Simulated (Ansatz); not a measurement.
# Quasi-harmonic thermodynamics of MgS (Niningerite, Fm-3m)

How much does MgS (Niningerite) expand with temperature?

What experiment has found for this phase:
- heat capacity C_P per formula unit 45.6 J/mol/K near room temperature (given in “High-Throughput Prediction of Finite-Temperature Properties using the Quasi-Harmonic Approximation”, 2016, arXiv:1603.06924)

Main program and level: Ansatz 0.2.0; DFT LDA, scalar-relativistic, plane waves, PAW, in the first sound run; inputs show where later runs differ.

### Step 1. Set-up

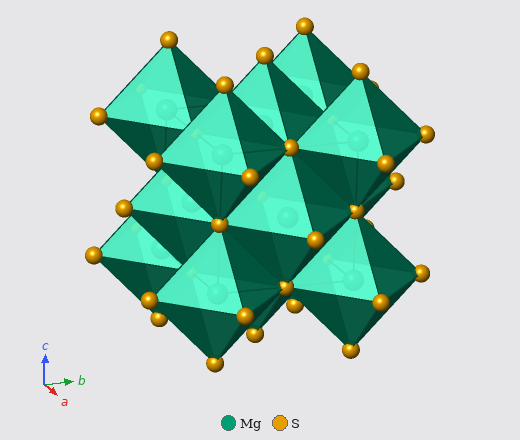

Start, viewed slightly off an axis; magnesium teal, sulfur orange. This picture shows the conventional cell, with its axes. Some periodic images of atoms are drawn too.

As a file:

```cif
data_structure
_symmetry_space_group_name_H-M 'Fm-3m'
_symmetry_Int_Tables_number 225
_cell_length_a 5.2033
_cell_length_b 5.2033
_cell_length_c 5.2033
_cell_angle_alpha 90.000
_cell_angle_beta 90.000
_cell_angle_gamma 90.000
_cell_volume 140.88
loop_
_atom_site_label
_atom_site_type_symbol
_atom_site_symmetry_multiplicity
_atom_site_Wyckoff_symbol
_atom_site_fract_x
_atom_site_fract_y
_atom_site_fract_z
_atom_site_occupancy
Mg1 Mg 4 a 0.00000 0.00000 0.00000 1
S1 S 4 b 0.50000 0.00000 0.00000 1
```

### Step 2. Probe on a coarse mesh

Before spending time, one coarse run tells the gap and the pressure of the starting cell.

File input.yaml:

```yaml
crystal:
  lattice:
    - [0.0, 2.60165, 2.60165]
    - [2.60165, 0.0, 2.60165]
    - [2.60165, 2.60165, 0.0]
  atoms:
    - { symbol: Mg, position: [0.0, 0.0, 0.0] }
    - { symbol: S, position: [0.5, 0.5, 0.5] }
kpoints:
  mp_grid: { grid: [6, 6, 6] }
hamiltonian:
  xc: lda
scf:
  occupations: { method: gaussian, width: 0.1 }
output:
  forces: true
  stress: true
  eigenvalues: true
```

Started as:

```console
> ansatz run input.yaml --threads 4 --pin off --max-ram 16384MiB --backend cpu --events-out ev --progress --plain --runs-dir out
```

Numbers of over 12 decimals in the logs are rounded to 6 here.

The program printed:

```text
Engine: ansatz 0.2.0, x86_64-unknown-linux-gnu
Pseudopotentials: kind: paw
Pseudopotential: Mg, paw, valence charge 10, recommended cutoff 420 eV (normal), Mg.paw.azcp
Pseudopotential: S, paw, valence charge 6, recommended cutoff 420 eV (normal), S.paw.azcp
Functional definition: SPW92
  exchange = slater_x
  correlation = pw_c
Crystal: 2 atoms, lattice volume = 35.219 Å³
Basis set: ecut = 420 eV, 701 PW (Γ)
Bands: 12, of which v1, the nominal top of the filled ones, is band 8 counted from 1 (7 counted from 0)
Symmetry: 48 space group operations
Space group: Fm-3m (ITA 225), of the structure as read, at distance tolerance 3.3e-5 Å
k-points: 16 of 216
Non-local potential: Mg, projectors of the file, l = 0: 3, l = 1: 2, l = 2: 1
Non-local potential: S, projectors of the file, l = 0: 2, l = 1: 2, l = 2: 2
PAW form: soft (Blöchl's): semilocal exchange-correlation on the pseudo side does not see the compensation charge
PAW frozen core: Mg, regenerated for the run's functional, and the local potential with it (the file was generated under x = pbe(κ = 0.804, μ = 0.219515), c = pbe(β = 0.066725))
PAW frozen core: S, regenerated for the run's functional, and the local potential with it (the file was generated under x = pbe(κ = 0.804, μ = 0.219515), c = pbe(β = 0.066725))
PAW one-centre angular grid: Mg, 110 points (default); XC on 64 Gauss nodes
PAW one-centre angular grid: S, 110 points (default); XC on 64 Gauss nodes
Initial density: superposition of atomic densities (neutral atoms: chi_scale 0, normalization atom), corrected by the library's trained network
Initial wavefunctions: pseudopotential atomic-orbital guess
Functional: x = slater, c = lda
SCF iter   1: F=—  HF=-2774.166064 eV  |F-HF|=—  |Δ(HF+E_count)|=         —  Δρ=6.67e-3  dr2=8.96e-3  ethr=1.77e-3  ⟨swp⟩=6.1  Hψ=1144  notcnv=0
preconditioner: auto → none  [insulator: Δε(μ)=2.510 eV  Ē_g=11.575 eV  σ=0.100 eV  W_gap=1.00  n_scr=8 (ndim 8)  ℏωp=17.7 eV  f_vac=0.000  D(μ)=0.00/eV (n_scr^D=0)  ε∞_Penn≈3.3]
SCF iter   2: F=—  HF=-2774.160373 eV  |F-HF|=—  |Δ(HF+E_count)|=   5.69e-3  Δρ=2.56e-3  dr2=1.25e-3  ethr=5.60e-5  ⟨swp⟩=2.4  Hψ=444  notcnv=0
SCF iter   3: F=—  HF=-2774.159773 eV  |F-HF|=—  |Δ(HF+E_count)|=   6.00e-4  Δρ=3.82e-4  dr2=2.64e-5  ethr=7.80e-6  ⟨swp⟩=2.0  Hψ=245  notcnv=0
SCF iter   4: F=—  HF=-2774.159765 eV  |F-HF|=—  |Δ(HF+E_count)|=   7.68e-6  Δρ=2.99e-5  dr2=4.46e-7  ethr=1.65e-7  ⟨swp⟩=2.3  Hψ=247  notcnv=0
SCF iter   5: F=—  HF=-2774.159765 eV  |F-HF|=—  |Δ(HF+E_count)|=   3.08e-8  Δρ=2.90e-5  dr2=4.91e-7  ethr=2.79e-9  ⟨swp⟩=2.0  Hψ=256  notcnv=0
SCF iter   6: F=-2774.159765 eV  HF=-2774.159765 eV  |F-HF|=2.03e-9  |Δ(HF+E_count)|=   1.81e-7  Δρ=2.43e-6  dr2=2.51e-9  ethr=6.25e-10  ⟨swp⟩=3.0  Hψ=686  notcnv=0
SCF 1 converged in 6 iterations: F = -2774.159765 eV  dr2 = 2.51e-9
  greatest PAW one-centre occupation: 1.000 electrons in one spin orbital (limit 2), on the Mg atom at site 0 (counted from 0), in its partial waves of l = 0
SCF converged after 6 iterations
Free energy (F): -2774.159765 eV
Harris-Foulkes:  -2774.159765 eV  (|F-HF|=2.03e-9)
Internal energy: -2774.159765 eV  (E = F + TS)
E sigma→0 (E₀):  -2774.159765 eV
Fermi energy:    7.468472 eV
--- Per-component energies (eV) ---
  E_band       = -333.577273
  E_kinetic    = 185.639325
  E_local      = -1666.725893  (includes V_loc(G=0)·N_el)
  E_nonlocal   = 125.218870
  E_hartree    = 592.117458
  E_xc         = -126.577331
  E_vxc        = -127.157978  (∫ρ·V_xc dr)
  E_paw        = -840.395852  (= ΣΔE_a)
  E_vpaw       = -34.786351  (= ΣTr[D̂ρ^β])
  E_aug_tail   = 0.000001  (compensation charges beyond the density's cutoff)
  E_ewald      = -1043.740020
  E_core_change = 0.303677  (= ΣΔE_core)
  E_smearing   = -0.000000  (= −TS)
  E_closure    = -0.000000  (closes the sum)
  Σ components = -2774.159765   (vs F -2774.159765, Δ=0.00e0)
--- Forces (eV/Å), atoms counted from 1 ---
  atom   1  Mg    -0.00000000    -0.00000000     0.00000000
  atom   2  S      0.00000000    -0.00000000    -0.00000000
  max |Σ_I F_I| component: 3.91e-30 eV/Å
--- Stress (GPa, compression-positive) ---
       -3.252141      -0.000000      -0.000000
       -0.000000      -3.252141       0.000000
       -0.000000       0.000000      -3.252141
  P = ⅓ Tr σ = -3.2521 GPa (-32.521 kbar)
--- Band table (eV; the first three rows and the last of 16) ---
  k-point 0: bands = [... 4 lower, -6.4631, 6.1898, 6.1898, 6.1898, 9.6694, 13.9851, 13.9851, 13.9851]
  k-point 1: bands = [... 4 lower, -6.1942, 4.5220, 6.0195, 6.0195, 10.7927, 13.6866, 14.2355, 14.2355]
  k-point 2: bands = [... 4 lower, -5.5433, 2.2874, 5.7257, 5.7257, 10.7860, 13.3410, 13.3410, 15.3234]
  k-point 15: bands = [... 4 lower, -4.7200, 2.3932, 3.5743, 3.9271, 10.4081, 12.2690, 15.1282, 15.8228]
```

Elapsed: 0.23 s, on 4 threads of Intel Xeon Platinum 8488C (Sapphire Rapids), shared host; peak memory 0.32 GiB; 0.52 s of CPU time.

Numbers from this step:

```yaml
pressure: -3.252 GPa
gap_on_the_k_mesh: 2.557 eV
volume_per_atom: 17.61 Å³
```

The start is under -3.3 GPa at this level and looks like an insulator or semiconductor on this mesh.

### Step 3. Relaxation

The vibrations must be taken about the equilibrium of this functional, not about the starting cell, so the structure is relaxed.

input.yaml, the sections that differ from step 2:

```yaml
kpoints:
  mp_grid: { grid: [8, 8, 8] }
scf:
  occupations: { method: gaussian, width: 0.02 }
relax:
  adjacent_minimum: "off"
  f_tol: 0.005
  max_steps: 80
  cell: { stress_tol: 0.05 }
# crystal, hamiltonian, output: as in step 2
```

The program printed:

```text
[...]
Crystal: 2 atoms, lattice volume = 35.219 Å³
Basis set: ecut = 420 eV, 701 PW (Γ)
Bands: 12, of which v1, the nominal top of the filled ones, is band 8 counted from 1 (7 counted from 0)
Symmetry: 48 space group operations
[...]
k-points: 29 of 512
[...]
SCF iter   1: F=—  HF=-2774.169185 eV  |F-HF|=—  |Δ(HF+E_count)|=         —  Δρ=6.74e-3  dr2=9.43e-3  ethr=1.77e-3  ⟨swp⟩=7.0  Hψ=2160  notcnv=0
[...]
SCF iter   6: F=-2774.162826 eV  HF=-2774.162826 eV  |F-HF|=1.99e-9  |Δ(HF+E_count)|=   1.62e-9  Δρ=2.15e-6  dr2=2.55e-9  ethr=7.70e-11  ⟨swp⟩=2.0  Hψ=1021  notcnv=0
SCF 1 converged in 6 iterations: F = -2774.162826 eV  dr2 = 2.55e-9
[...]
relax step   1: F+E_penalty+E_count = -2774.16282585 eV  Δ(F+E_penalty+E_count) = +0.000e0 eV  max|allowed force component| = 3.895e-30 eV/Å  Δτ_max = 0.0000 Å  P = -3.278 GPa  Ω = 35.219 Å³  (6 SCF iters, dr2 threshold 1.00e-7 eV, accepted)
Crystal: 2 atoms, lattice volume = 33.962 Å³
Basis set: ecut = 420 eV, 645 PW (Γ)
[...]
iter 1 solved again at ethr=3.31e-6 eV; its pass at ethr=3.10e-3 eV (dr2=5.30e-4 eV) is discarded
[...]
SCF iter   4: F=-2774.178244 eV  HF=-2774.178244 eV  |F-HF|=5.52e-8  |Δ(HF+E_count)|=   1.57e-6  Δρ=1.99e-5  dr2=1.03e-7  ethr=1.25e-9  ⟨swp⟩=3.8  Hψ=1430  notcnv=0
SCF 2 converged in 4 iterations: F = -2774.178244 eV  dr2 = 1.03e-7
relax step   2: F+E_penalty+E_count = -2774.17824441 eV  Δ(F+E_penalty+E_count) = -1.542e-2 eV  max|allowed force component| = 2.432e-30 eV/Å  Δτ_max = 0.0000 Å  P = -0.549 GPa  Ω = 33.962 Å³  energy of the carried Pulay correction = +7.339e-5 eV  (4 SCF iters, dr2 threshold 2.00e-7 eV, accepted)
Crystal: 2 atoms, lattice volume = 33.720 Å³
[...]
SCF iter   4: F=-2774.178647 eV  HF=-2774.178647 eV  |F-HF|=2.23e-9  |Δ(HF+E_count)|=   6.21e-8  Δρ=3.88e-6  dr2=4.02e-9  ethr=1.25e-9  ⟨swp⟩=4.2  Hψ=1146  notcnv=0
SCF 3 converged in 4 iterations: F = -2774.178647 eV  dr2 = 4.02e-9
relax step   3: F+E_penalty+E_count = -2774.17864714 eV  Δ(F+E_penalty+E_count) = -4.027e-4 eV  max|allowed force component| = 1.173e-29 eV/Å  Δτ_max = 0.0000 Å  P = +0.038 GPa  Ω = 33.720 Å³  energy of the carried Pulay correction = +8.783e-5 eV  (4 SCF iters, dr2 threshold 2.00e-7 eV, accepted)
[...]
SCF iter   1: F=—  HF=-2774.178561 eV  |F-HF|=—  |Δ(HF+E_count)|=         —  Δρ=2.28e-5  dr2=2.01e-8  ethr=3.08e-6  ⟨swp⟩=2.6  Hψ=2797  notcnv=0
eigensolver tolerance schedule: the retry pair's looser diagonalisation over-reported the residual by 24561.71 of it (diagonalisation noise at an unbounded share of the residual, at the tolerance the schedule requests for it); recorded, not acted on — ethr = c·dr2/N_el stays at c = 1.0e-1
[...]
SCF iter   2: F=—  HF=-2774.178562 eV  |F-HF|=—  |Δ(HF+E_count)|=   1.23e-6  Δρ=1.19e-5  dr2=5.12e-9  ethr=1.25e-10  ⟨swp⟩=3.3  Hψ=706  notcnv=0
[...]
SCF iter   5: F=-2774.178562 eV  HF=-2774.178562 eV  |F-HF|=6.37e-12  |Δ(HF+E_count)|=  2.18e-11  Δρ=1.42e-7  dr2=4.64e-12  ethr=1.00e-12  ⟨swp⟩=5.0  Hψ=1271  notcnv=0
SCF 4 converged in 5 iterations: F = -2774.178562 eV  dr2 = 4.64e-12
relax step   4: F+E_penalty+E_count = -2774.17856180 eV  Δ(F+E_penalty+E_count) = +8.534e-5 eV  max|allowed force component| = 1.058e-29 eV/Å  Δτ_max = 0.0000 Å  P = +0.038 GPa  Ω = 33.720 Å³  stress off target by 3.81e-2 GPa  SCF on the basis re-selected at this cell (its energy is not comparable with the rows above)  (5 SCF iters)
basis re-selected at this cell: Δ(F+E_penalty+E_count) = +8.534e-5 eV, ΔP = -0.000 GPa vs the last step (what re-selecting the basis moved, of the pressure what is left beyond the Pulay correction that the steps carried, after the strain that the cell walked since its last selection, with what the two solves' SCF thresholds leave and, on support functions, any second-order correction that the steps lacked; it is no m [...]
SCF converged after 5 iterations
Free energy (F): -2774.178562 eV
[...]
Internal energy: -2774.178562 eV  (E = F + TS)
E sigma→0 (E₀):  -2774.178562 eV
Fermi energy:    8.026841 eV
[...]
--- Stress (GPa, compression-positive) ---
        0.038092      -0.000000       0.000000
       -0.000000       0.038092      -0.000000
        0.000000      -0.000000       0.038092
  P = ⅓ Tr σ = 0.0381 GPa (0.381 kbar)
--- Band table (eV; the first three rows and the last of 29) ---
  k-point 0: bands = [... 4 lower, -6.2062, 6.7024, 6.7024, 6.7024, 10.5318, 14.4671, 14.4671, 14.4671]
  k-point 1: bands = [... 4 lower, -6.0413, 5.5969, 6.5907, 6.5907, 11.3298, 14.1916, 14.7327, 14.7327]
  k-point 2: bands = [... 4 lower, -5.5921, 3.7355, 6.3490, 6.3490, 11.6266, 14.3831, 14.3831, 15.0780]
  k-point 28: bands = [... 4 lower, -4.2938, 3.2417, 3.2417, 4.1656, 11.9420, 14.5742, 14.5742, 14.7186]
--- Relaxed structure (3 steps of the walk, 3 accepted, 1 SCFs on fresh bases) ---
  F+E_penalty+E_count = -2774.17856180 eV   max|allowed force component| = 1.058e-29 eV/Å   (the final SCF, on the basis selected at the relaxed cell)
  cell:  # Å, volume = 33.7205 Å³
    - [0, 2.564215, 2.564215]
    - [2.564215, 0, 2.564215]
    - [2.564215, 2.564215, 0]
  atoms:
    - { symbol: Mg, position: [0, 0, 0] }
    - { symbol: S, position: [0.500000, 0.500000, 0.500000] }
```

The job ended after 0.92 s (4 threads; peak memory 0.33 GiB; 2.6 s of CPU time).

The steps of the relaxation:

| step | energy less that of the first step (eV) | largest force component (eV/Å) | pressure (GPa) | volume (Å³) |
| --- | --- | --- | --- | --- |
| 1 | 0.0000 | 0.0000 | -3.28 | 35.22 |
| 2 | -0.0154 | 0.0000 | -0.55 | 33.96 |
| 3 | -0.0158 | 0.0000 | 0.04 | 33.72 |
| 4* | -0.0157 | 0.0000 | 0.04 | 33.72 |

Relaxation steps marked * repeat the geometry before them on a plane-wave basis chosen anew for their cell, so energy and pressure can jump there.

The run keeps the 48 symmetry operations that it works with, so distortions that break them were not tested.

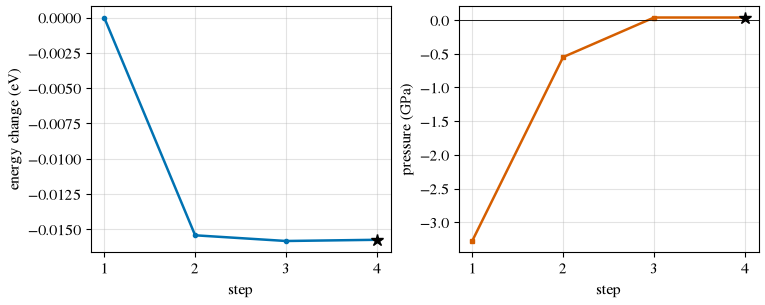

Energy and pressure along the relaxation. Stars mark steps on a basis chosen anew.

| conventional cell, symmetrised | before | after | change |
| --- | --- | --- | --- |
| a (Å) | 5.203 | 5.128 | -1.4 % |
| b (Å) | 5.203 | 5.128 | -1.4 % |
| c (Å) | 5.203 | 5.128 | -1.4 % |
| volume (Å³/atom) | 17.61 | 16.86 | -4.3 % |

Final coordinates:

```
Mg S
1.0
     0.00000    2.56422    2.56422
     2.56422    0.00000    2.56422
     2.56422    2.56422    0.00000
Mg S
1 1
Direct
  0.00000 0.00000 0.00000
  0.50000 0.50000 0.50000
```

This step gave:

```yaml
pressure: 0.03809 GPa
gap_on_the_k_mesh: 2.649 eV
volume_per_atom: 16.86 Å³
```

The relaxation ends with a pressure of 0.04 GPa.

### Step 4. Relaxing to small residual forces and stress

The thresholds are tightened for a last relaxation ahead of the phonons, and where mesh or smearing change with them the cell follows.

input.yaml, the sections that differ from step 3:

```yaml
crystal:
  lattice:
    - [0.0, 2.5642154063, 2.5642154063]
    - [2.5642154063, 0.0, 2.5642154063]
    - [2.5642154063, 2.5642154063, 0.0]
  atoms:
    - { symbol: Mg, position: [0.0, 0.0, 0.0] }
    - { symbol: S, position: [0.5, 0.5, 0.5] }
scf:
  occupations: { method: fixed }
relax:
  adjacent_minimum: "off"
  f_tol: 0.001
  max_steps: 60
  cell: { stress_tol: 0.01 }
# kpoints, hamiltonian, output: as in step 3
```

The program printed:

```text
[...]
Crystal: 2 atoms, lattice volume = 33.720 Å³
Basis set: ecut = 420 eV, 645 PW (Γ)
Bands: 12, of which v1, the nominal top of the filled ones, is band 8 counted from 1 (7 counted from 0)
Symmetry: 48 space group operations
[...]
k-points: 29 of 512
[...]
k-point 28: bands = [... 4 lower, -4.2973, 3.2389, 3.2389, 4.1623, 11.9363, 14.5694, 14.5694, 14.7130]
--- Relaxed structure (2 steps of the walk, 2 accepted, 1 SCFs on fresh bases) ---
[...]
cell:  # Å, volume = 33.7324 Å³
    - [0, 2.564518, 2.564518]
    - [2.564518, 0, 2.564518]
    - [2.564518, 2.564518, 0.0]
  atoms:
    - { symbol: Mg, position: [0, 0, 0] }
    - { symbol: S, position: [0.5, 0.5, 0.5] }
[key lines of the parts left out:]
SCF converged after 5 iterations
Free energy (F): -2774.178563 eV
Fermi energy:    6.698096 eV
P = ⅓ Tr σ = 0.0086 GPa (0.086 kbar)
```

Elapsed: 0.64 s, on 4 threads; peak memory 0.34 GiB.

Little changed from the start: no atom moved by 0.005 Å and no cell edge by 0.1 %.

This step gave:

| Property | Result |
| --- | --- |
| pressure | 0.008612 GPa |
| gap on the k-mesh | 2.648 eV |
| volume per atom | 16.87 Å³ |

The residual pressure is 0.0086 GPa, small enough for phonons.

(Part 1 of 4 ends here.)

[Logs are printed without paths, hosts, clocks, repeated set-up lines and the standing remarks that a program may print on its own settings, such as how far it seeks lower states.]

[Hosts, paths, dates, database ids (printed as entryN), source tags and the programs' standing remarks are cut or masked in the printed files.]

[A step with changed settings may run another functional than the one named; its input shows which.]

[Pressures of single members of a volume series are the stress at the run's cutoff; with an incomplete basis they can lie off −dE/dV of the same runs, and they are not shown converged.]
